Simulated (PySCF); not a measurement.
## Frequency calculation, with input and output: ZrNCl

ZrNCl, computed with RKS-based PBE0, Zr def2-TZVP with ECP28, N def2-TZVP, Cl def2-TZVP; non-relativistic Hamiltonian with a scalar-relativistic core potential; density fitting (PySCF 2.14.0).

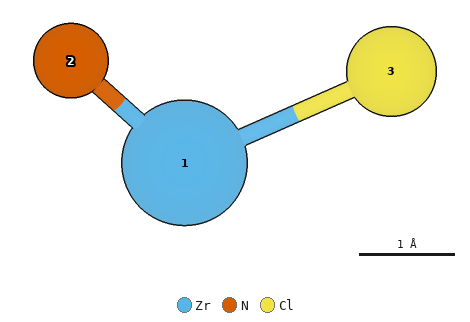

Fig. 1: The structure (ball-and-stick view, seen at a tilt; atoms are numbered from 1 in the order of the input). Sticks mark near contacts. Bond lengths as drawn: Cl–Zr 2.41 Å and N–Zr 1.69 Å.

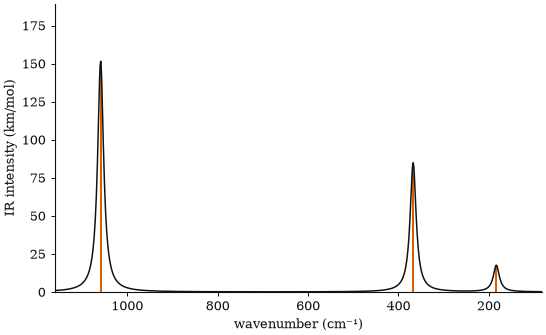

Fig. 2: Harmonic infrared spectrum, unscaled: sticks (degenerate modes added up, dark ones marked on the axis) with a Lorentzian envelope of 16 cm⁻¹ full width, scaled to the tallest stick. 3 modes from 184 to 1059 cm⁻¹, none imaginary. The strongest line is at 1059 cm⁻¹ (152 km/mol). All modes, in cm⁻¹ (km/mol): 184 (17.5), 368 (85), 1059 (152).

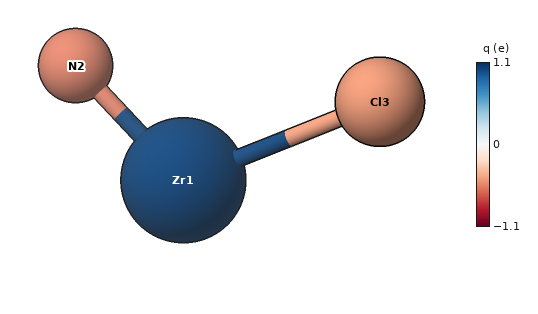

Fig. 3: Mulliken charges, as the colour of each atom (ball-and-stick view, seen at a tilt; atoms are numbered from 1 in the order of the input). By element: Zr +1.02, N −0.56 and Cl −0.46 e.

The input that produced these results follows, with the program's output.

The input
```python
from pyscf import gto, scf, dft
mol = gto.M(atom='''
Zr    -0.364561     0.000000    -0.432081
N     -1.760722     0.000000     0.517713
Cl     1.642131     0.000000     0.903027''',
    basis={'Zr': 'def2-TZVP', 'N': 'def2-TZVP', 'Cl': 'def2-TZVP'},
    ecp={'Zr': 'def2-TZVP'},
    charge=0, spin=0)
mf = dft.RKS(mol, xc='PBE0')
mf.grids.atom_grid = (75, 302)
aux = {'Zr': 'def2-universal-JKFIT', 'N': 'def2-universal-JKFIT', 'Cl': 'def2-universal-JKFIT'}
mf = mf.density_fit(auxbasis=aux)
mf.conv_tol = 1e-09
mf.diis_space = 10
mf.max_cycle = 60
mf.verbose = 4
mf.kernel()
```

The script is an equivalent of the set-up of the self-consistent field. The run itself was carried out by a driver, which started from the orbitals of the step before it where there was one and computed the further properties.

Launch command:
```bash
OMP_NUM_THREADS=2 python axn.py task.json out
```

Log
```
init E= -561.812975718999
  HOMO = -0.236520164887993  LUMO = -0.105130789136949  gap/eV = 3.57529
cycle= 1 E= -561.812975718993  delta_E= 6.82e-12  |g|= 5.96e-06  |ddm|= 5.68e-06
  HOMO = -0.236518511635921  LUMO = -0.105130730703308  gap/eV = 3.57524
Extra cycle  E= -561.81297571892  delta_E= 7.23e-11  |g|= 1.9e-05  |ddm|= 1.29e-05
converged SCF energy = -561.81297571892
```

Key numbers

| quantity | value |
| --- | --- |
| outcome | converged |
| total energy | −561.812976 hartree |
| HOMO | −6.44 eV |
| LUMO | −2.86 eV |
| zero-point energy | 0.003668 hartree |
| dipole moment | 7.11 D |
| wavenumbers, lowest and highest | 184 and 1059 cm⁻¹ |
| hardware | 2 threads of Intel Xeon (Granite Rapids), 64 GiB of memory available, shared host |
| wall time | 38 s (CPU time 72 s) |
| peak memory | 0.96 GiB |
